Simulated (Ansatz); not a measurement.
```xyz
3

F     0.4843    0.6432    0.2837
P    -0.6915    0.2559   -1.1505
Si   -0.8135   -0.6612    0.7431
```

Geometry: PBE0-D3(BJ)/def2-SVP.

All numbers below come from Ansatz, isolated molecule in a Gaussian basis; Kohn-Sham density functional theory, functional PBE0.

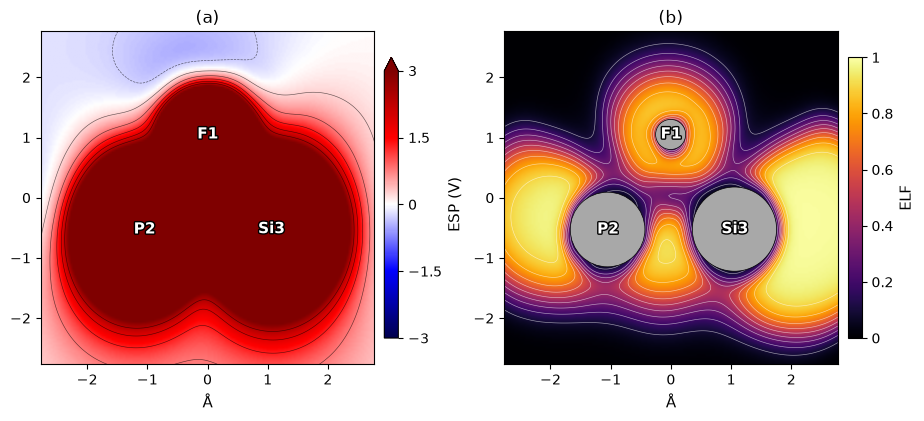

FPSi. (a) electrostatic potential; (b) electron localisation function on the molecular plane. Grey discs cover the atomic cores in the ELF map.

> Read the bonding off the picture.

- The plane passes through F, P and Si nuclei.
- Si–F (1.90 Å): the ELF peaks at about 0.80 in the valence shell of F, 0.5 Å from its nucleus, and is about 0.45 at the midpoint.
- Si–P (2.11 Å): the ELF peaks at about 0.85 between the atoms; a covalent bond.
- The ELF also peaks beside Si3, P2 and F1, away from the bonds: lone-pair regions.
- Outside the dense part of the molecule the potential is most negative (−0.5 V) near F1.
